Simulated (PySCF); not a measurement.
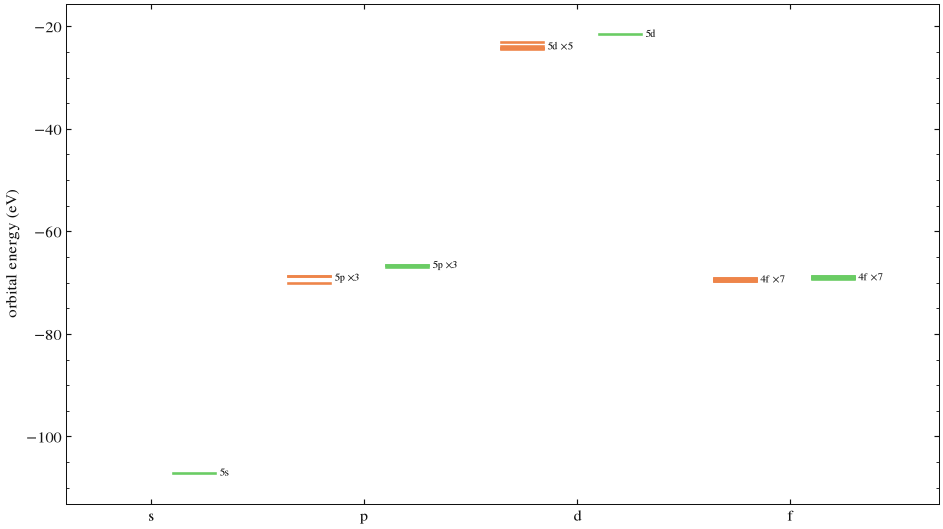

Orbital energies of the mean field, from the top down to −107.1 eV, by angular momentum, α spin at the left of each column and β at the right; ×n counts the orbitals under one label. The highest filled orbital is 5d β at −21.6 eV, the lowest empty one s α at −21.2 eV.

**Os²⁺: atomic calculation**

- system: Os²⁺, configuration 1s2 2s2 2p6 3s2 3p6 3d10 4s2 4p6 4d10 4f14 5s2 5p6 5d6, multiplicity 5.
- method: unrestricted revPBE, x2c-TZVPPall, spin-free X2C-1e, Gaussian nucleus (PySCF)

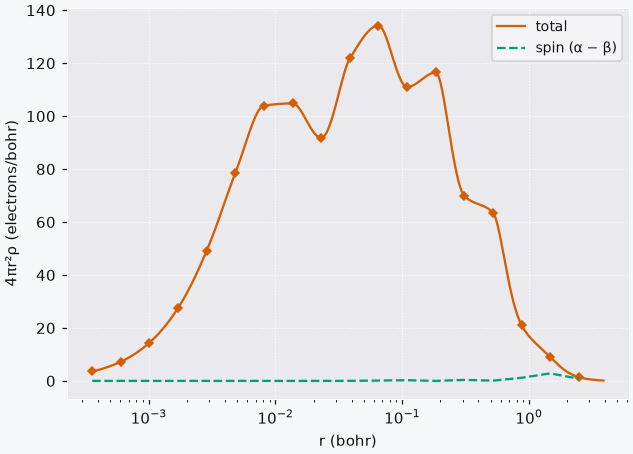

Spherically averaged radial density 4πr²ρ of the mean field and its spin part; markers are the stored points, which are sparse, and the line is a monotone interpolation between them. The largest stored value is 134 electrons/bohr at r = 0.065 bohr. Root-mean-square radii of the shells: 4p 0.489, 4d 0.526, 4f 0.665, 5s 1.07, 5p 1.18, 5d 1.84 bohr.

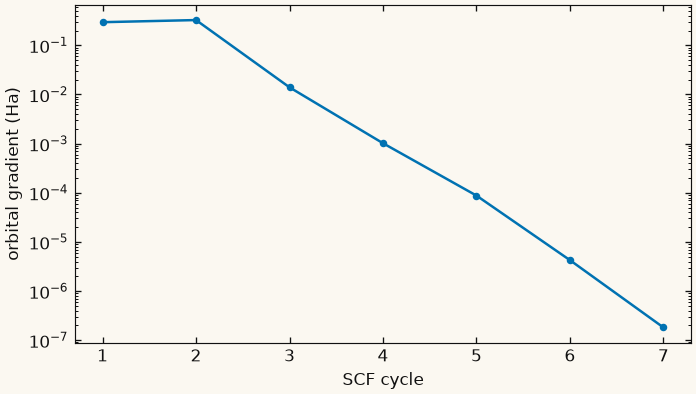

Convergence: orbital gradient against the SCF cycle. The residual falls almost steadily, with no more than small rises or pauses. It goes from 0.30 to 1.8×10⁻⁷ in 7 steps.

These pictures come from the run below.

The input:
```python
from pyscf import gto, scf, dft, mp, cc
import basis_set_exchange as bse
mol = gto.M(atom="Os 0 0 0", charge=2, spin=4, symmetry="D2h",
            basis=gto.basis.parse(bse.get_basis("x2c-TZVPPall", elements=["Os"], fmt="nwchem", header=False)),
            nucmod="G")
mf = dft.UKS(mol, xc="PBE_R,PBE").sfx2c1e()
mf.irrep_nelec = {'Ag': (11, 9), 'B1g': (3, 3), 'B2g': (3, 2), 'B3g': (3, 2), 'Au': (1, 1), 'B1u': (6, 6), 'B2u': (6, 6), 'B3u': (6, 6)}
mf.kernel()
```

The script is an equivalent of what the driver set up; the driver started from orbitals of its own, so the log can be shorter than this script's would be, and it computed the properties (radii, ⟨L²⟩, response) afterwards. It held the occupations shell by shell, which the script's counts by irreducible representation don't always enforce.

The run was one of a batch that the task file lists, launched with:
```bash
OMP_NUM_THREADS=1 python <driver script> TASK.json OUT
```

Output (extracts):
```
damping factor = 0
level_shift factor = 0
DIIS = <class 'pyscf.scf.diis.CDIIS'>
diis_start_cycle = 1
diis_space = 10
diis_damp = 0
SCF conv_tol = 1e-09
SCF conv_tol_grad = None
number electrons alpha = 39  beta = 35
XC functionals = PBE_R,PBE
    Y. Zhang and W. Yang.,  Phys. Rev. Lett. 80, 890 (1998)
    J. P. Perdew, K. Burke, and M. Ernzerhof.,  Phys. Rev. Lett. 77, 3865 (1996)
    J. P. Perdew, K. Burke, and M. Ernzerhof.,  Phys. Rev. Lett. 78, 1396 (1997)
cycle= 1 E= -17254.9547141788  delta_E= -0.0314  |g|= 0.296  |ddm|= 0.414
cycle= 2 E= -17254.9519314899  delta_E= 0.00278  |g|= 0.327  |ddm|= 0.221
cycle= 3 E= -17254.9612445857  delta_E= -0.00931  |g|= 0.014  |ddm|= 0.133
cycle= 4 E= -17254.9612832582  delta_E= -3.87e-05  |g|= 0.00102  |ddm|= 0.00963
cycle= 5 E= -17254.9612835224  delta_E= -2.64e-07  |g|= 8.77e-05  |ddm|= 0.000963
cycle= 6 E= -17254.9612835244  delta_E= -2.05e-09  |g|= 4.26e-06  |ddm|= 6.14e-05
cycle= 7 E= -17254.9612835244  delta_E= -2.55e-11  |g|= 1.82e-07  |ddm|= 4.57e-06
converged SCF energy = -17254.9612835244  <S^2> = 6.0017276  2S+1 = 5.000691
```

Summary:

```
      quantity                                                                 value
       outcome                                                             converged
  total energy                                                   −17254.9613 hartree
          ⟨S²⟩                                                                 6.002
          ⟨L²⟩                                                                  6.08
SCF iterations                                                                     7
      hardware  1 thread of Arm Neoverse V1, 23 GiB of memory available, shared host
     wall time                                                                 5.5 s
```

Remarks:

Radii and densities are those of the two-component orbitals, without the picture-change correction, so the innermost s shells come out slightly too small (about 1 % for 1s near Z = 40, more for heavier atoms).
